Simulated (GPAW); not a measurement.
# Work function of Li/Cu(110) at several levels

How far do functional and basis move the work function of Li/Cu(110)?

Calculated with GPAW 26.7.0; GPAW, PAW setups; slab in vacuum, relaxation, in the first sound run; inputs show where later runs differ.

## (1) Set-up

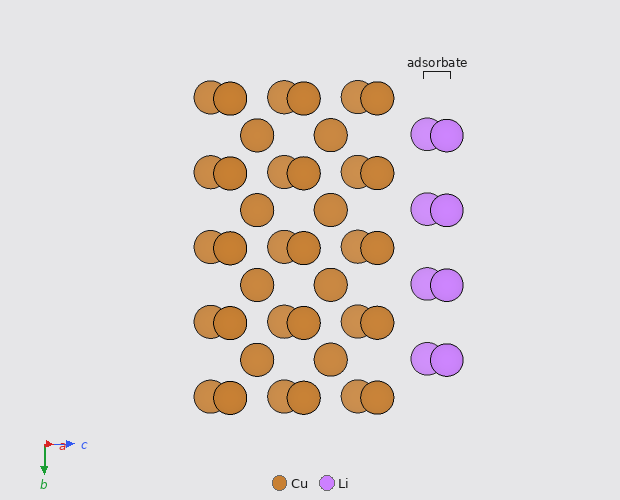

The starting structure, seen from the side, with the c axis across the page (copper orange, lithium purple). 1×4×1 cells are drawn. Some periodic images of atoms are drawn too.

The cell holds 6 atoms: 5 Cu and 1 Li. Its edges and angles: a = 3.610 Å, b = 2.553 Å, c = 21.519 Å, α = 90.0°, β = 90.0°, γ = 90.0°. Vacuum lies along c.

Coordinates:

```cif
data_structure
_symmetry_space_group_name_H-M 'P 1'
_symmetry_Int_Tables_number 1
_cell_length_a 3.6100
_cell_length_b 2.5527
_cell_length_c 21.5186
_cell_angle_alpha 90.000
_cell_angle_beta 90.000
_cell_angle_gamma 90.000
_cell_volume 198.30
loop_
_atom_site_label
_atom_site_type_symbol
_atom_site_fract_x
_atom_site_fract_y
_atom_site_fract_z
_atom_site_occupancy
Cu1 Cu 0.00000 0.00000 0.32530 1
Cu2 Cu 0.50000 0.50000 0.38461 1
Cu3 Cu 0.00000 0.00000 0.44393 1
Cu4 Cu 0.50000 0.50000 0.50324 1
Cu5 Cu 0.00000 0.00000 0.56255 1
Li6 Li 0.00000 0.50000 0.67470 1
```

## (2) Relaxing the atoms

Forces are removed first; all later runs use this geometry. The lowest 3 atoms are held at bulk positions and keep their forces.

run.py

```python
import json
import numpy as np
from ase import Atoms
from ase.constraints import FixAtoms
from ase.optimize import BFGS
from gpaw import GPAW, PW

slab = Atoms(
    ['Cu', 'Cu', 'Cu', 'Cu', 'Cu', 'Li'],
    positions=[
        [0.00000, 0.00000, 7.00000],
        [1.80500, 1.27633, 8.27633],
        [0.00000, 0.00000, 9.55266],
        [1.80500, 1.27633, 10.82898],
        [0.00000, 0.00000, 12.10531],
        [0.00000, 1.27633, 14.51858]],
    cell=[[3.61, 0.0, 0.0], [0.0, 2.55266, 0.0], [0.0, 0.0, 21.51858]],
    pbc=[True, True, False])

slab.calc = GPAW(mode=PW(400), xc='PBE', kpts={'size': (9, 12, 1), 'gamma': True},
                 occupations={'name': 'fermi-dirac', 'width': 0.1}, nbands='300%',
                 convergence={'density': 1e-05}, maxiter=200,
                 poissonsolver={'dipolelayer': 'xy'},
                 symmetry={'tolerance': 1e-3, 'extra_ids': [1, 1, 1, 0, 0, 0]}, txt='slab.txt')
result = {}
slab.set_constraint(FixAtoms([0, 1, 2]))
path = []
opt = BFGS(slab, maxstep=0.2)
opt.attach(lambda: path.append((slab.get_potential_energy(), slab.positions.tolist(), slab.get_forces().tolist())))
result['relaxed'] = bool(opt.run(fmax=0.03, steps=40))
result['path'] = path
energy = slab.get_potential_energy()
fermi = slab.calc.get_fermi_level()
v = slab.calc.get_electrostatic_potential().mean((0, 1)) - fermi
n = slab.calc.get_pseudo_density().mean((0, 1))
L = slab.cell[2, 2]
z = np.arange(len(v)) * L / len(v)
low, high = slab.positions[:, 2].min(), slab.positions[:, 2].max()
below, above = np.interp([low - 4.8, high + 4.8], z, v)
slopes = [np.interp(x, z, np.gradient(v, z)) for x in (low - 4.8, high + 4.8)]
eps = np.array([[slab.calc.get_eigenvalues(k, s) for k in range(len(slab.calc.get_ibz_k_points()))]
                for s in range(slab.calc.get_number_of_spins())]) - fermi
top, bottom = eps[eps < 0].max(), eps[eps > 0].min()
dipole = slab.get_dipole_moment()[2]
print(f'energy {energy:.4f} eV, Fermi level {fermi:.4f} eV, dipole {dipole:.5f} e A')
print(f'potential 4.8 A off the faces, from the Fermi level: lower {below:.4f} eV, upper {above:.4f} eV')
print(f'slope of the potential there: lower {slopes[0]:.5f}, upper {slopes[1]:.5f} eV/A')
print(f'nearest levels on the mesh: {top:.4f} and {bottom:.4f} eV')
print('magnetic moment', round(slab.get_magnetic_moment(), 3))
result.update(energy=energy, fermi=fermi, dipole=dipole, below=below, above=above, slopes=slopes, edges=[top, bottom],
              z=z.tolist(), v=v.tolist(), n=n.tolist(), positions=slab.positions.tolist(),
              forces=slab.get_forces(apply_constraint=False).tolist(), moments=slab.get_magnetic_moments().tolist())
json.dump(result, open('result.json', 'w'))
```

Run with:

```sh
> OMP_NUM_THREADS=1 OPENBLAS_NUM_THREADS=1 python run.py
```

What it wrote:

```text
Step          Energy          fmax
BFGS:    0      -17.785561        0.315110
BFGS:    1      -17.788718        0.307165
BFGS:    2      -17.823017        0.112662
BFGS:    3      -17.823373        0.113854
BFGS:    4      -17.829539        0.088948
BFGS:    5      -17.831958        0.105450
BFGS:    6      -17.832808        0.125870
BFGS:    7      -17.833369        0.125865
BFGS:    8      -17.834234        0.096756
BFGS:    9      -17.834871        0.039413
BFGS:   10      -17.835042        0.007242
energy -17.7975 eV, Fermi level 0.2249 eV, dipole 0.04301 e A
potential 4.8 A off the faces, from the Fermi level: lower 4.2614 eV, upper 3.4184 eV
slope of the potential there: lower -0.00054, upper 0.00369 eV/A
nearest levels on the mesh: -0.0179 and 0.0148 eV
magnetic moment 0.0
```

The job ended after 41 min (1 thread of Arm Neoverse V2, shared host; peak memory 0.37 GiB).

Step by step:

| step | energy less that of the first step (eV) | largest force (eV/Å) |
| --- | --- | --- |
| 1 | 0.0000 | 0.3151 |
| 2 | -0.0032 | 0.3072 |
| 3 | -0.0379 | 0.1127 |
| 4 | -0.0382 | 0.1139 |
| 5 | -0.0445 | 0.0889 |
| 6 | -0.0470 | 0.1054 |
| 7 | -0.0480 | 0.1259 |
| 8 | -0.0486 | 0.1259 |
| 9 | -0.0496 | 0.0968 |
| 10 | -0.0503 | 0.0394 |
| 11 | -0.0504 | 0.0072 |

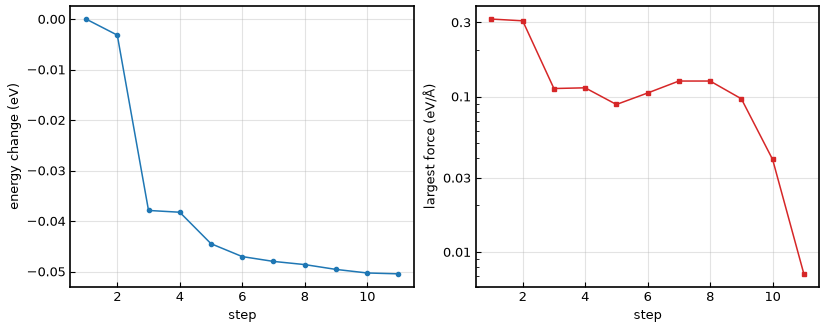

Energy and largest force along the relaxation.

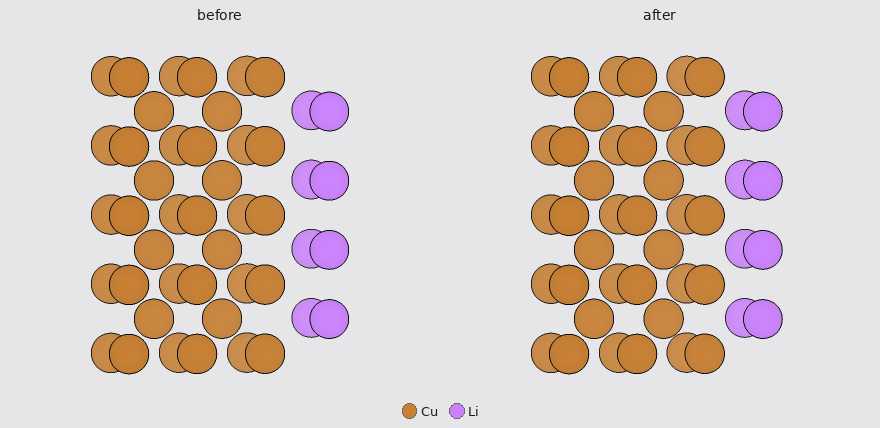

Before and after, at one scale.

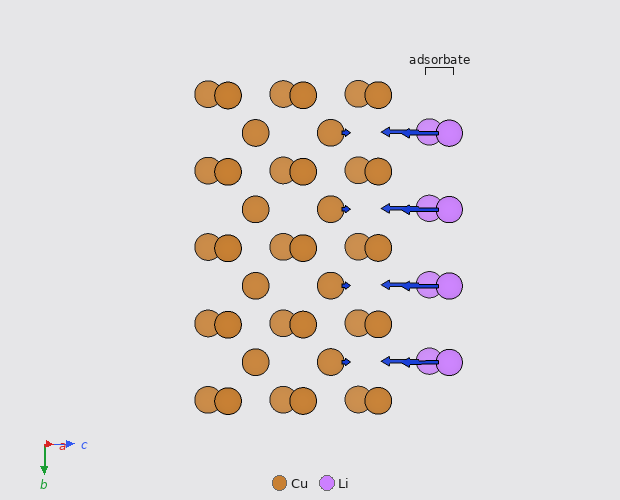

Displacements in the relaxation, exaggerated; the longest in the cell stands for 0.24 Å. 1×4×1 cells are drawn. Some periodic images of atoms are drawn too.

The atoms that moved most (Å):

| atom | dx | dy | dz | length |
| --- | --- | --- | --- | --- |
| Li6 | 0.000 | 0.000 | -0.242 | 0.242 |
| Cu4 | 0.000 | 0.000 | 0.059 | 0.059 |
| Cu5 | 0.000 | 0.000 | -0.012 | 0.012 |

The relaxed structure:

```
Cu Li
1.0
     3.61000    0.00000    0.00000
     0.00000    2.55266    0.00000
     0.00000    0.00000   21.51858
Cu Li
5 1
Direct
  0.00000 0.00000 0.32530
  0.50000 0.50000 0.38461
  0.00000 0.00000 0.44393
  0.50000 0.50000 0.50599
  0.00000 0.00000 0.56198
  0.00000 0.50000 0.66345
```

Numbers from this step:

| Item | Value |
| --- | --- |
| dipole along the normal | 0.04301 e·Å |
| levels nearest the Fermi level on the mesh | -0.01793, 0.01477 eV from the Fermi level |
| upper work function | 3.418 eV |
| lower work function | 4.261 eV |

The electrostatic potential energy of an electron (without an applied field's), less the Fermi level, planar mean oscillates, so the rows of the table below give means over windows of 1.29 Å about each position, cut where the curve ends. Its maxima inside the range that stand out by 2 % of the span (Å: eV): 0.4: 4.26, 7.6: -5.04, 8.9: -5.30, 10.2: -4.52, 11.5: -6.23, 13.2: 1.95. Its minima: 7.0: -10.5, 8.3: -11.2, 9.6: -11.1, 10.9: -11.2, 12.1: -10.8, 14.3: -3.10.

Electrostatic potential energy of an electron (without an applied field's), less the Fermi level, planar mean against z; means over each step:

| z (Å) | electrostatic potential energy of an electron (without an applied field's), less the Fermi level, planar mean (eV) |
| --- | --- |
| 0.65 | 4.20 |
| 1.94 | 4.26 |
| 3.23 | 4.26 |
| 4.52 | 4.19 |
| 5.80 | 2.42 |
| 7.10 | -7.19 |
| 8.38 | -8.07 |
| 9.68 | -7.87 |
| 10.96 | -8.32 |
| 12.25 | -6.45 |
| 13.54 | 0.366 |
| 14.84 | -0.859 |
| 16.12 | 2.73 |
| 17.41 | 3.36 |
| 18.71 | 3.42 |
| 20.00 | 3.42 |
| 21.29 | 3.47 |

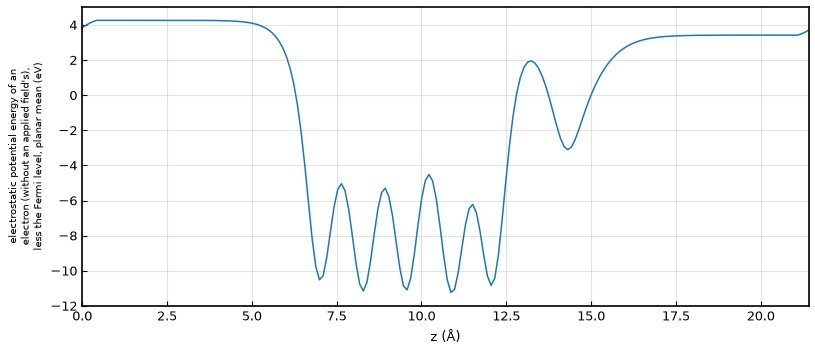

Electrostatic potential energy of an electron (without an applied field's), less the Fermi level, planar mean, plotted against z.

The pseudo valence density, planar mean oscillates, so the rows of the table below give means over windows of 1.18 Å about each position, cut where the curve ends. Its maxima inside the range that stand out by 2 % of the span (Å: e/Å³): 7.1: 1.44, 8.2: 1.46, 9.5: 1.49, 11.0: 1.49, 12.1: 1.52. Its minima: 7.5: 0.494, 8.8: 0.484, 10.1: 0.451, 11.4: 0.541.

Table of pseudo valence density, planar mean by z; means over each step:

| z (Å) | pseudo valence density, planar mean (e/Å³) |
| --- | --- |
| 2.95 | 5.1e-5 |
| 4.13 | 9.0e-4 |
| 5.31 | 0.0185 |
| 6.49 | 0.592 |
| 7.67 | 0.887 |
| 8.85 | 0.896 |
| 10.03 | 0.865 |
| 11.21 | 0.971 |
| 12.39 | 0.803 |
| 13.57 | 0.0734 |
| 14.75 | 0.0291 |
| 15.93 | 0.0125 |
| 17.11 | 0.00218 |
| 18.29 | 2.5e-4 |
| 19.47 | 2.4e-5 |

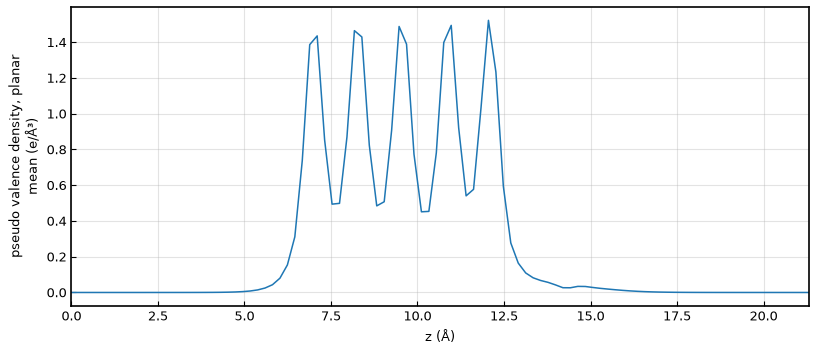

Pseudo valence density, planar mean, plotted against z.

The relaxation lowered the energy of the cell by 0.0504 eV (energies extrapolated to zero smearing; the optimiser's log prints free energies). The largest force left on a free atom is 0.0072 eV/Å.

## (3) Plane waves, PBE

With the geometry fixed, the planar mean of the potential gives the vacuum level on each side.

This step: GPAW, PAW setups; slab in vacuum (GPAW 26.7.0).

run.py: that of step 2 with these lines changed.

```diff
@@ -3,4 +3,2 @@
 from ase import Atoms
-from ase.constraints import FixAtoms
-from ase.optimize import BFGS
 from gpaw import GPAW, PW
@@ -13,5 +11,5 @@
         [0.00000, 0.00000, 9.55266],
-        [1.80500, 1.27633, 10.82898],
-        [0.00000, 0.00000, 12.10531],
-        [0.00000, 1.27633, 14.51858]],
+        [1.80500, 1.27633, 10.88828],
+        [0.00000, 0.00000, 12.09304],
+        [-0.00000, 1.27633, 14.27660]],
     cell=[[3.61, 0.0, 0.0], [0.0, 2.55266, 0.0], [0.0, 0.0, 21.51858]],
@@ -23,10 +21,4 @@
                  poissonsolver={'dipolelayer': 'xy'},
-                 symmetry={'tolerance': 1e-3, 'extra_ids': [1, 1, 1, 0, 0, 0]}, txt='slab.txt')
+                 symmetry={'tolerance': 1e-3}, txt='slab.txt')
 result = {}
-slab.set_constraint(FixAtoms([0, 1, 2]))
-path = []
-opt = BFGS(slab, maxstep=0.2)
-opt.attach(lambda: path.append((slab.get_potential_energy(), slab.positions.tolist(), slab.get_forces().tolist())))
-result['relaxed'] = bool(opt.run(fmax=0.03, steps=40))
-result['path'] = path
 energy = slab.get_potential_energy()
```

What it wrote:

```text
energy -17.7975 eV, Fermi level 0.2249 eV, dipole 0.04282 e A
potential 4.8 A off the faces, from the Fermi level: lower 4.2611 eV, upper 3.4185 eV
slope of the potential there: lower -0.00047, upper 0.00366 eV/A
nearest levels on the mesh: -0.0179 and 0.0148 eV
magnetic moment 0.0
```

It took 5.8 min on 1 thread; peak memory 0.36 GiB.

This step gave:

- dipole along the normal: 0.04282 e·Å

The electrostatic potential energy of an electron (without an applied field's), less the Fermi level, planar mean oscillates, so the rows of the table below give means over windows of 1.29 Å about each position, cut where the curve ends. Its maxima inside the range that stand out by 2 % of the span (Å: eV): 0.8: 4.26, 7.6: -5.04, 8.9: -5.30, 10.2: -4.52, 11.5: -6.23, 13.2: 1.95. Its minima: 7.0: -10.5, 8.3: -11.2, 9.6: -11.1, 10.9: -11.2, 12.1: -10.8, 14.3: -3.10.

The electrostatic potential energy of an electron (without an applied field's), less the Fermi level, planar mean by z; means over each step:

(Unchanged from step 2.)

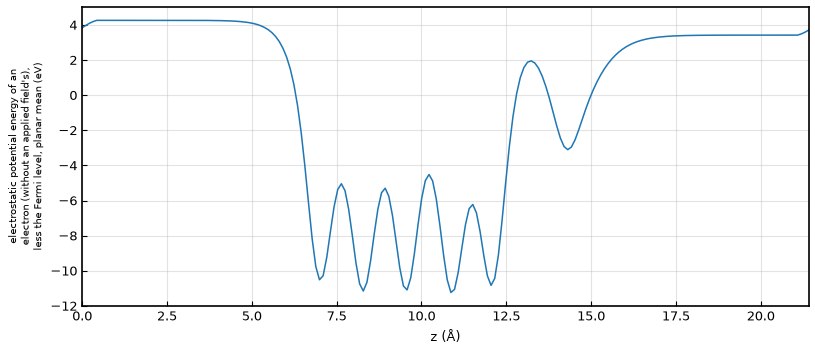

Electrostatic potential energy of an electron (without an applied field's), less the Fermi level, planar mean, plotted against z.

The pseudo valence density, planar mean oscillates, so the rows of the table below give means over windows of 1.18 Å about each position, cut where the curve ends. Its maxima inside the range that stand out by 2 % of the span (Å: e/Å³): 7.1: 1.44, 8.2: 1.46, 9.5: 1.49, 11.0: 1.49, 12.1: 1.52. Its minima: 7.5: 0.494, 8.8: 0.484, 10.1: 0.451, 11.4: 0.541.

Pseudo valence density, planar mean against z; means over each step:

| z (Å) | pseudo valence density, planar mean (e/Å³) |
| --- | --- |
| 2.95 | 5.0e-5 |
| 4.13 | 9.0e-4 |
| 5.31 | 0.0185 |
| 6.49 | 0.592 |
| 7.67 | 0.887 |
| 8.85 | 0.896 |
| 10.03 | 0.865 |
| 11.21 | 0.971 |
| 12.39 | 0.803 |
| 13.57 | 0.0734 |
| 14.75 | 0.0291 |
| 15.93 | 0.0125 |
| 17.11 | 0.00218 |
| 18.29 | 2.5e-4 |
| 19.47 | 2.4e-5 |

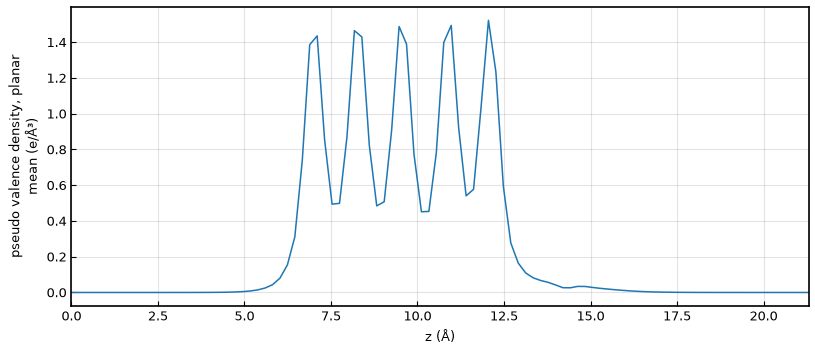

Pseudo valence density, planar mean, plotted against z.

Force by atom:

| atom | x (eV/Å) | y (eV/Å) | z (eV/Å) | size |
| --- | --- | --- | --- | --- |
| Cu1 | 0.000 | 0.000 | 0.283 | 0.283 |
| Cu2 | 0.000 | 0.000 | -0.334 | 0.334 |
| Cu3 | 0.000 | 0.000 | 0.057 | 0.057 |
| Cu4 | 0.000 | 0.000 | -0.008 | 0.008 |
| Cu5 | 0.000 | 0.000 | -0.004 | 0.004 |
| Li6 | 0.000 | 0.000 | 0.007 | 0.007 |

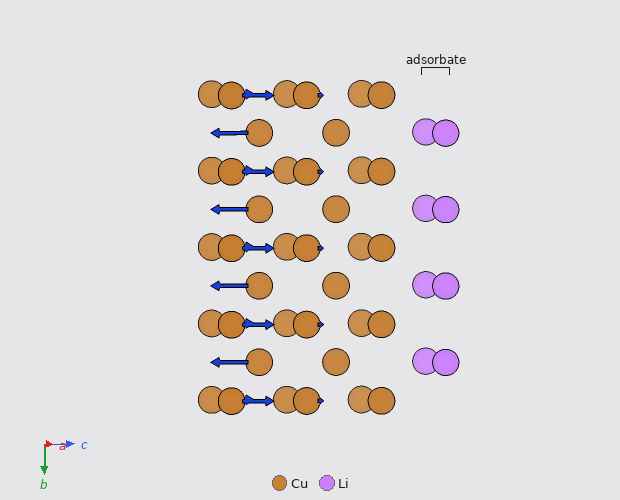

Force as arrows, the longest 0.334 eV/Å. 1×4×1 cells are drawn. Some periodic images of atoms are drawn too.

The potential is flat to 0.004 eV/Å where it is read, so the vacuum is wide enough.

[end of part 1 of 2]

[Logs are printed without paths, hosts, clocks, repeated set-up lines and the standing remarks that a program may print on its own settings, such as how far it seeks lower states.]

[Hosts, paths, dates, database ids (printed as entryN), source tags and the programs' standing remarks are cut or masked in the printed files.]
